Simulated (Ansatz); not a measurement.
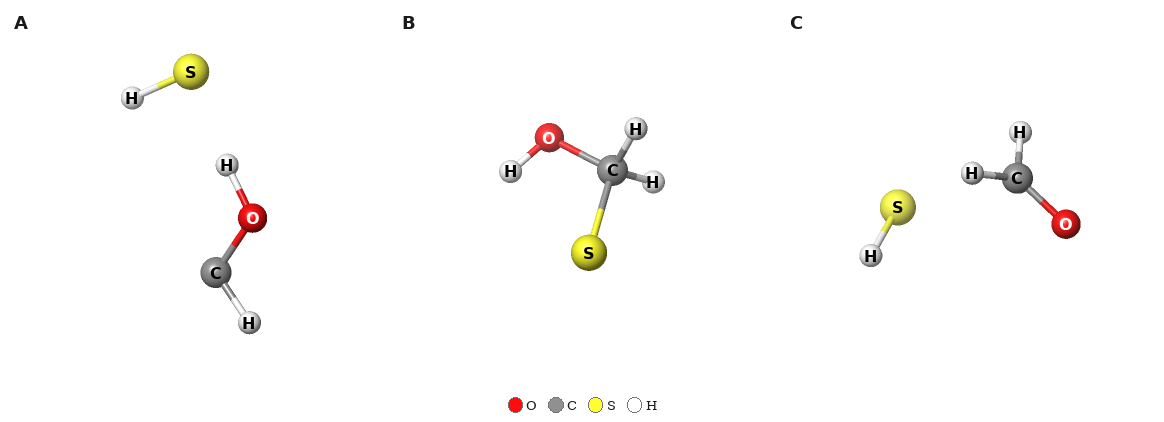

3 stationary structures of one formula. The species has charge −1 and is a spin singlet. Geometries: PBE0-D4/def2-TZVPD. Electronic energies: RHF-CCSD(T) (frozen core)/def2-TZVPPD (Ansatz 0.2.0), without zero-point energy. No frequency run is at hand to confirm each as a minimum.

### Which is lowest in energy, and by how much?

B is lowest (Cs); C lies 0.406 eV above it (C1), A lies 2.016 eV above it (Cs).
